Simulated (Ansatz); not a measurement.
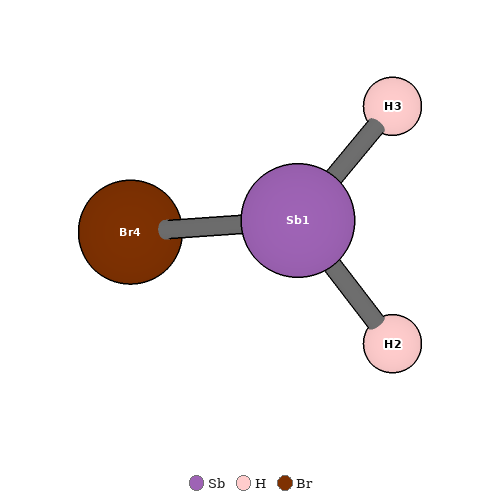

The system is SbH2Br; the picture shows the reference structure. Coordinates scanned: (1) umbrella angle at Sb1 (between each of its bonds and their common axis; 90 is planar); (2) change of the bonds Sb1–H2, Sb1–H3, Sb1–Br4, all alike. Nothing is relaxed (all other coordinates rigid). Grid: 11 × 11 points; 66 points were computed and 55 follow by symmetry. Points are written as (first, second). All energies are given in kcal/mol relative to the lowest grid point. Energies and slopes of some neighbouring points disagree (a jump in structure or state, or too coarse a mesh). The restricted reference is unstable at some or all points, so the energies there are unreliable. All numbers below come from RHF-MP2, frozen core/def2-TZVP in Ansatz.

Its coordinates:

```yaml
atoms:
  - { symbol: Sb, position_ang: [0.0772, 0.1442, 0.7992] }
  - { symbol: H, position_ang: [1.4930, 0.1482, -0.1262] }
  - { symbol: H, position_ang: [-0.5669, 1.3867, -0.1507] }
  - { symbol: Br, position_ang: [-1.0034, -1.6792, -0.5223] }
```

Range: umbrella angle at Sb1 (between each of its bonds and their common axis; 90 is planar) from 45 to 135°; change of the bonds Sb1–H2, Sb1–H3, Sb1–Br4, all alike from −0.216 to 0.333 Å.

What landscape does the calculation give?

The lowest grid point is at (54°, 0.004 Å). The same energy is found at (126°, 0.004 Å). The highest grid point, (90°, 0.333 Å), lies 99 kcal/mol above the lowest.

```csv
"second ↓, first →",45,54,63,72,81,90,99,108,117,126,135
0.333,43,35,38,51,72,99,72,51,38,35,43
0.278,35,26,29,42,65,95,65,42,29,26,35
0.223,27,18,21,35,59,91,59,35,21,18,27
0.169,21,11,14,28,53,82,53,28,14,11,21
0.114,16,5,8,23,48,73,48,23,8,5,16
0.059,13,1,4,19,45,66,45,19,4,1,13
0.004,13,0,2,18,43,61,43,18,2,0,13
−0.051,16,2,4,19,43,59,43,19,4,2,16
−0.106,22,7,8,23,46,60,46,23,8,7,22
−0.161,34,17,18,32,53,65,53,32,18,17,34
−0.216,52,34,33,46,66,76,66,46,33,34,52
```

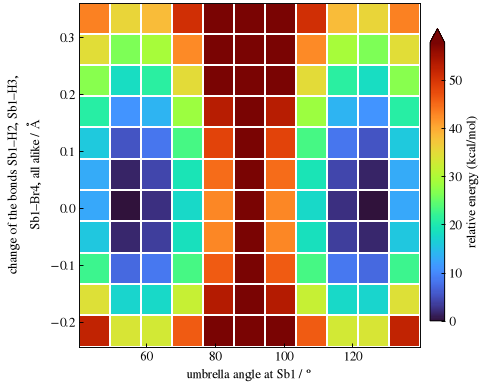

Drawn: one coloured cell a grid point, one colour for all values above the top of the scale.

Each point was launched as `ansatz run input.yaml --threads 1 --pin off --max-ram 2560MiB --backend cpu --events-out ev --progress --plain --runs-dir out`. The whole map (66 points run) took 6.4 min on 1 thread of Intel(R) Xeon(R) Platinum 8375C CPU @ 2.90GHz (Ice Lake), on a shared host.
